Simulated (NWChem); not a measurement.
# One shape, several levels: KOH (SMILES [OH][K])

Aim: a comparison of 4 runs (TDA-PBE0/def2-TZVP, TDA-PBE0/def2-SVP, TDA-PBE0/def2-TZVPP, TDA-PBE0/def2-QZVP) of KOH. 

Program for the calculation: NWChem 7.3.0.

1 further run of the same task is left out (it didn't finish).

**1. The molecule**

KOH has 3 atoms, charge 0, and is taken as a singlet. SMILES: `[OH][K]`. Geometry: relaxed at PBE0-D4/def2-TZVP.

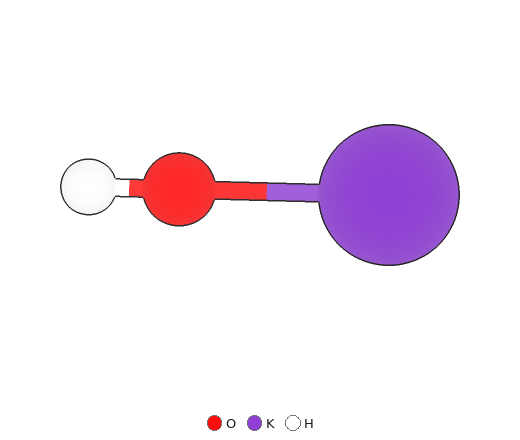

Viewed from a chosen angle; oxygen red, potassium purple, hydrogen white.

**2. The vertical excitations at TDA-PBE0/def2-TZVP (run 1)**

Input file hko.nw:

```
start hko
title "HKO"
memory total 2200 mb

geometry noautosym nocenter noautoz
   O     -0.368800     0.046800    -0.196900
   K      1.559600    -0.315600     0.819400
   H     -1.201800     0.204000    -0.635700
end

basis "ao basis" spherical bse
   * library def2-TZVP
end

dft
   xc pbe0
   mult 1
   grid fine
   convergence energy 1e-08
   maxiter 100
   mulliken
   print low
end

tddft
   cis
   nroots 4
   notriplet
end

task tddft energy
```

On the command line:

```sh
$ nwchem hko.nw > hko.out
```

Output:

```text
[...]
 d= 0,ls=0.0,diis     1   -675.4096463212 -7.19D+02  3.70D-02  1.22D+00     0.6
[...]
 d= 0,ls=0.5,diis    40   -675.5444804893 -8.81D-09  1.33D-06  6.23D-09    16.9
         Total DFT energy =     -675.544480494646
      One electron energy =    -1018.515646896973
           Coulomb energy =      341.234274396800
    Exchange-Corr. energy =      -42.275884074268
 Nuclear repulsion energy =       44.012776079796
[...]
      Total Density - Mulliken Population Analysis
     ---------------------------------------------
    Atom       Charge   Shell Charges
 -----------   ------   -------------------------------------------------------
    1 O    8     8.96   0.79  1.18  0.59  0.89  0.42  1.87  1.87  1.34  0.00  0.01  0.00
    2 K   19    18.29   2.00  2.00  1.19  0.80  0.04 -0.01  5.98  4.61  1.39  0.09  0.02  0.09  0.09
    3 H    1     0.75   0.27  0.35  0.07  0.05
[...]
         Spin multiplicity :       1
[...]
              XC Information
              --------------
                  PBE0 Method XC Functional
              Hartree-Fock (Exact) Exchange   0.25
   PerdewBurkeErnzerhof Exchange Functional   0.75
     Perdew 1991 LDA Correlation Functional   1.00 local
    PerdewBurkeErnz. Correlation Functional   1.00 non-local
[...]
         Wavefunction type : Restricted singlets
          No. of electrons :      28
[...]
  Root   1 singlet a              0.108674220 a.u.                2.9572 eV
[...]
     Dipole Oscillator Strength                    0.0097269133
[...]
     Total Oscillator Strength                     0.0097269602
[...]
  Root   2 singlet a              0.108674419 a.u.                2.9572 eV
[...]
  Root   3 singlet a              0.172880177 a.u.                4.7043 eV
[...]
     Dipole Oscillator Strength                    0.0000000969
[...]
     Total Oscillator Strength                     0.0000001218
[...]
  Root   4 singlet a              0.172880573 a.u.                4.7043 eV
[...]
     Dipole Oscillator Strength                    0.0000001007
[...]
     Total Oscillator Strength                     0.0000001256
[...]
```

Wall time 46 s (1 thread of AMD EPYC 9R45 (Zen 5), shared host); peak memory 0.11 GiB.

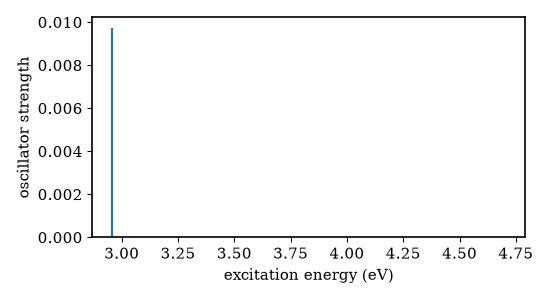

Vertical excitations as sticks.

The roots found:

| excited state | energy (eV) | strength | label |
| --- | --- | --- | --- |
| 1 | 2.957 | 0.0097 | singlet a |
| 2 | 2.957 | 0.0097 | singlet a |
| 3 | 4.704 | 0.0000 | singlet a |
| 4 | 4.704 | 0.0000 | singlet a |

**3. The excited states at TDA-PBE0/def2-SVP (run 2)**

Input file hko.xyz:

```xyz
3

O     -0.368800     0.046800    -0.196900
K      1.559600    -0.315600     0.819400
H     -1.201800     0.204000    -0.635700
```

Input file hko.nw:

```
start hko
memory total 2200 mb
charge 0

geometry units angstrom noautosym nocenter noautoz
  load hko.xyz
end

basis spherical bse
  * library def2-SVP
end

dft
  xc pbe0
  grid fine
  convergence energy 1e-08
  maxiter 100
  mulliken
  noprint "final vectors analysis"
end

tddft
  cis
  nroots 4
  notriplet
end

task tddft energy
```

On the command line:

```sh
$ nwchem hko.nw > hko.out
```

Output:

```text
[...]
          Wavefunction type:  closed shell.
          No. of atoms     :     3
          No. of electrons :    28
[...]
          Charge           :     0
          Spin multiplicity:     1
[...]
          AO basis - number of functions:    43
[...]
              XC Information
              --------------
                         PBE0 Method XC Functional
                     Hartree-Fock (Exact) Exchange  0.250
          PerdewBurkeErnzerhof Exchange Functional  0.750
            Perdew 1991 LDA Correlation Functional  1.000 local
           PerdewBurkeErnz. Correlation Functional  1.000 non-local
[...]
 d= 0,ls=0.0,diis     1   -675.2358306302 -7.19D+02  7.82D-02  1.09D+00     0.3
[...]
  Singularity in Pulay matrix. Error and Fock matrices removed.
  Singularity in Pulay matrix. Error and Fock matrices removed.
 d= 0,ls=0.5,diis    44   -675.3624213630 -7.47D-09  2.48D-06  5.17D-09     8.1
         Total DFT energy =     -675.362421367790
      One electron energy =    -1018.341994417671
           Coulomb energy =      341.251119040580
    Exchange-Corr. energy =      -42.284322070495
 Nuclear repulsion energy =       44.012776079796
[...]
      Total Density - Mulliken Population Analysis
     ---------------------------------------------
    Atom       Charge   Shell Charges
 -----------   ------   -------------------------------------------------------
    1 O    8     8.67   1.99  1.04  0.75  2.81  2.06  0.00
    2 K   19    18.44   2.00  2.00  2.00  0.06 -0.01  6.00  5.99  0.17  0.05  0.18
    3 H    1     0.89   0.71  0.11  0.07
[...]
  Root   1 singlet a              0.088858089 a.u.                2.4180 eV
[...]
     Dipole Oscillator Strength                    0.0166603889
[...]
     Total Oscillator Strength                     0.0166604447
[...]
  Root   2 singlet a              0.088858114 a.u.                2.4180 eV
[...]
  Root   3 singlet a              0.158756670 a.u.                4.3200 eV
[...]
     Dipole Oscillator Strength                    0.0179303435
[...]
     Total Oscillator Strength                     0.0179303498
[...]
  Root   4 singlet a              0.158756684 a.u.                4.3200 eV
[...]
     Dipole Oscillator Strength                    0.0179294225
[...]
     Total Oscillator Strength                     0.0179294288
[...]
```

It took 14 s on 1 thread of AMD EPYC 9R45 (Zen 5), shared host; peak memory 0.11 GiB.

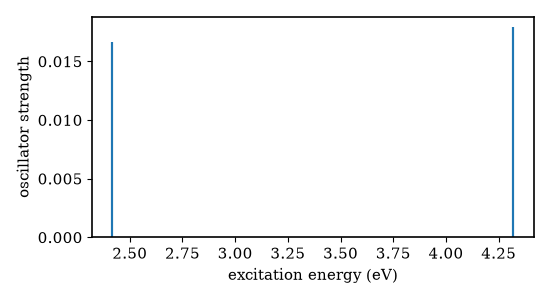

Vertical excitations as sticks.

The roots found:

| excited state | energy (eV) | strength | label |
| --- | --- | --- | --- |
| 1 | 2.418 | 0.0167 | singlet a |
| 2 | 2.418 | 0.0167 | singlet a |
| 3 | 4.320 | 0.0179 | singlet a |
| 4 | 4.320 | 0.0179 | singlet a |

Run 3 isn't shown in full; the table further down has it.

**4. The vertical excitations at TDA-PBE0/def2-QZVP (run 4)**

Input file run.nw:

```
start run
title "HKO"
memory total 2200 mb

geometry units angstrom noautosym nocenter noautoz
O       -0.368800       0.046800      -0.196900
K        1.559600      -0.315600       0.819400
H       -1.201800       0.204000      -0.635700
end

basis spherical bse
O library def2-QZVP
K library def2-QZVP
H library def2-QZVP
end

dft
xc pbe0
grid fine
convergence energy 1e-08
maxiter 100
mulliken
noprint "final vectors analysis"
end

tddft
cis
nroots 4
notriplet
end

task tddft energy
```

On the command line:

```sh
$ nwchem run.nw > run.out
```

Output:

```text
[...]
          Wavefunction type:  closed shell.
          No. of atoms     :     3
          No. of electrons :    28
[...]
          Charge           :     0
          Spin multiplicity:     1
[...]
          AO basis - number of functions:   143
[...]
              XC Information
              --------------
                         PBE0 Method XC Functional
                     Hartree-Fock (Exact) Exchange  0.250
          PerdewBurkeErnzerhof Exchange Functional  0.750
            Perdew 1991 LDA Correlation Functional  1.000 local
           PerdewBurkeErnz. Correlation Functional  1.000 non-local
[...]
 d= 0,ls=0.0,diis     1   -675.4282512921 -7.19D+02  2.08D-02  2.13D+00     4.0
[...]
 d= 0,ls=0.5,diis    27   -675.5673031720 -7.95D-09  5.46D-07  6.15D-09    76.3
         Total DFT energy =     -675.567303176536
      One electron energy =    -1018.449524511582
           Coulomb energy =      341.125749526353
    Exchange-Corr. energy =      -42.256304271103
 Nuclear repulsion energy =       44.012776079796
[...]
      Total Density - Mulliken Population Analysis
     ---------------------------------------------
    Atom       Charge   Shell Charges
 -----------   ------   -------------------------------------------------------
    1 O    8     8.83   1.08 -0.00  0.67  0.22  0.46  0.95  0.49  1.25  1.53  1.39  0.78  0.00  0.00 -0.00  0.00  0.00 -0.00
    2 K   19    18.27   1.96 -0.04  0.20  0.99  0.78  0.30  1.11  0.67  0.05  0.01  0.00  6.00  5.59  0.37  0.04  0.04  0.00  0.01  0.03  0.08  0.07  0.01
    3 H    1     0.90   0.12  0.35  0.26  0.04  0.01  0.04  0.06  0.00  0.02  0.00
[...]
  Root   1 singlet a              0.114528876 a.u.                3.1165 eV
[...]
     Dipole Oscillator Strength                    0.0098541983
[...]
     Total Oscillator Strength                     0.0098542495
[...]
  Root   2 singlet a              0.114535355 a.u.                3.1167 eV
[...]
  Root   3 singlet a              0.161161689 a.u.                4.3854 eV
[...]
     Dipole Oscillator Strength                    0.0000003952
[...]
     Total Oscillator Strength                     0.0000004245
[...]
  Root   4 singlet a              0.161178713 a.u.                4.3859 eV
[...]
     Dipole Oscillator Strength                    0.0000002491
[...]
     Total Oscillator Strength                     0.0000002784
[...]
```

It took 5.2 min on 1 thread of AMD EPYC 9R45 (Zen 5), shared host; peak memory 0.14 GiB.

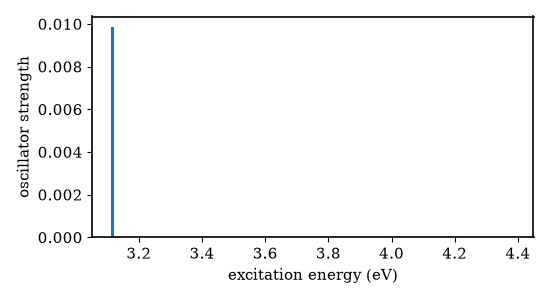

Vertical excitations as sticks.

The roots found:

| excited state | energy (eV) | strength | label |
| --- | --- | --- | --- |
| 1 | 3.116 | 0.0099 | singlet a |
| 2 | 3.117 | 0.0098 | singlet a |
| 3 | 4.385 | 0.0000 | singlet a |
| 4 | 4.386 | 0.0000 | singlet a |

**5. Overview of the runs**

| run | level | energy (Eh) | lowest excitation energy (eV) | wall time |
| --- | --- | --- | --- | --- |
| 1 | TDA-PBE0/def2-TZVP | -675.544480 | 2.96 | 46 s |
| 2 | TDA-PBE0/def2-SVP | -675.362421 | 2.42 | 14 s |
| 3 | TDA-PBE0/def2-TZVPP | -675.546154 | 2.96 | 60 s |
| 4 | TDA-PBE0/def2-QZVP | -675.567303 | 3.12 | 5.2 min |

Convergence of the lowest singlet excitation energy of singlet KOH with the basis set, against the last point:

| basis set | from the last (eV) | wall time |
| --- | --- | --- |
| def2-TZVP | -0.1593 | 46 s |
| def2-SVP | -0.6985 | 14 s |
| def2-TZVPP | -0.1543 | 60 s |
| def2-QZVP | +0.0000 | 5.2 min |

**6. What came out**

| quantity | value |
| --- | --- |
| run 4: ground-state or mean-field energy | -675.56730 Eh |
| run 4: dipole moment (of the density that the program reports) | 7.09 D |
| run 4: lowest singlet excitation energy | 3.12 eV |

In words: Over runs 2, 3, 4 the dipole moment (its size) runs from 6.54 D (TDA-PBE0/def2-SVP) to 7.09 D (TDA-PBE0/def2-QZVP). All runs together took 7.2 min, the longest 5.2 min.
